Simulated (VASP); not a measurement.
Here is the system:

```yaml
crystal:
  lattice:
    - [0.00000, 2.12439, 2.12439]
    - [2.12439, 0.00000, 2.12439]
    - [2.12439, 2.12439, 0.00000]
  atoms:
    - { symbol: Ti, position: [0.00000, 0.00000, 0.00000] }
    - { symbol: N, position: [0.50000, 0.50000, 0.50000] }
```

The numbers are results of PBE GGA, VASP's PBE PAW potentials (set 64) (plane waves; VASP 6.6.1), not measurements. Run with 520 eV cut-off, 17×17×17 Γ-centred mesh, tetrahedra with Blöchl corrections, potentials Ti_sv N.

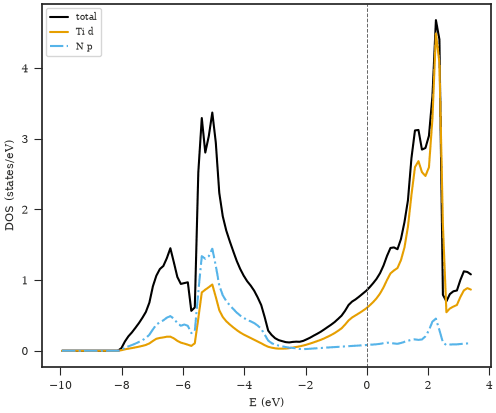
*Total and projected density of states, zero at the Fermi level*

Within 2 eV below the Fermi level the largest weight inside VASP's projection spheres is Ti d.

It has no gap at this level: it comes out as a metal or semimetal.

The compound is TiN in the rock salt structure. It was relaxed first. The electron count is odd and the run is not spin-polarised, which forces a metal.
